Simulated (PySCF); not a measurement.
KSi (quartet)

| atom | x (Å) | y (Å) | z (Å) |
| --- | --- | --- | --- |
| K | 0.0000 | 0.0000 | -1.2785 |
| Si | 0.0000 | 0.0000 | 1.7805 |

Method: PBE0/def2-TZVPP, non-relativistic Hamiltonian with scalar-relativistic core potentials where named, at a bond length of 3.059 Å (PySCF).

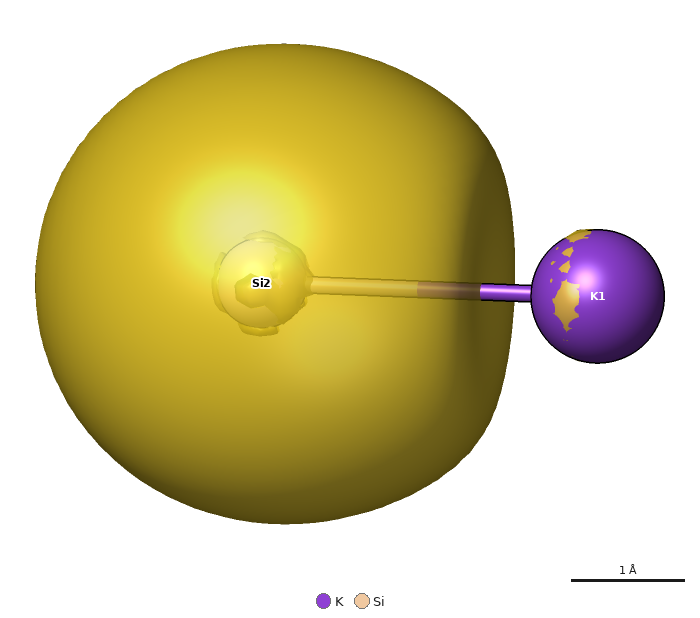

Figure 1. Isosurfaces of the spin density (α minus β) at +0.015 (yellow) and −0.015 e/Å³ (cyan), seen from one side.

**Describe the spin distribution.**

The unpaired spin (3 electrons) lies mostly on Si2 (about 2.6) and K1 (about 0.4), in electrons by Hirshfeld's partition. Only one sign reaches the isovalue.

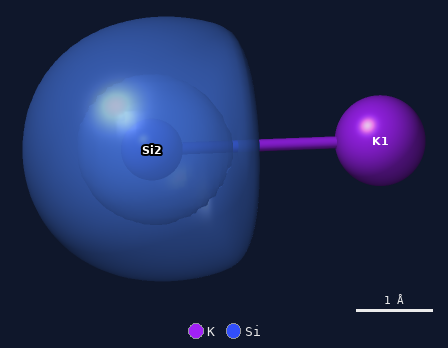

Figure 2. Isosurface of the electron localisation function at 0.8 (blue), seen from one side. Only the valence region is drawn (cores and ρ < 0.01 e/Å³ removed).

**What do the ELF domains correspond to?**

The ELF exceeds this value in one region wrapped around Si (its valence shell).


K–Si (3.06 Å): the ELF peaks at about 0.80 in the valence shell of Si, 1.1 Å from its nucleus, and is about 0.25 at the midpoint.

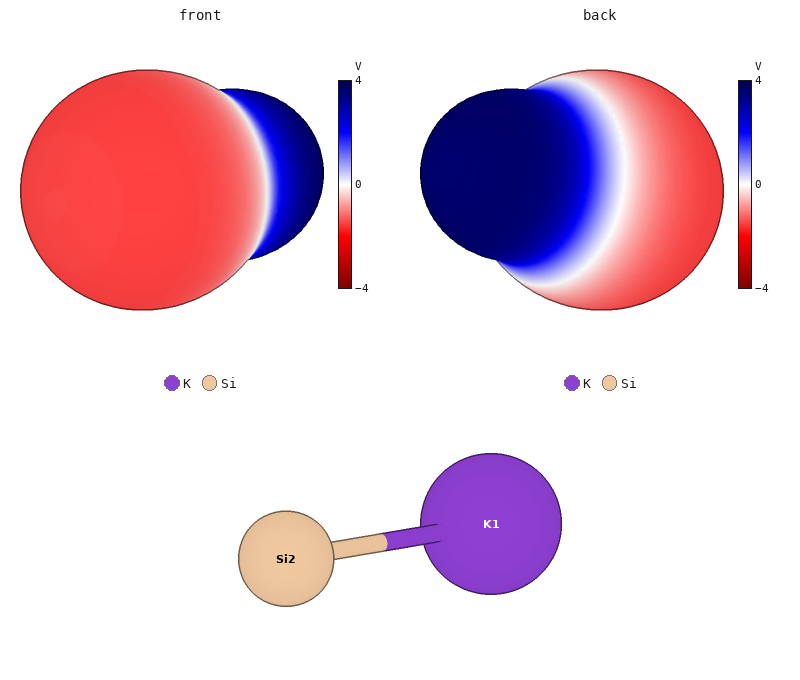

Figure 3. The electrostatic potential painted on the density surface at 0.001 e/bohr³, seen from the front and from behind; red is negative and blue positive. The bare structure is drawn below in the same view.

**Where is the surface potential most negative and most positive?**

The most negative region (about −1.5 V) lies over Si2, the most positive (about +3.7 V) over K1.
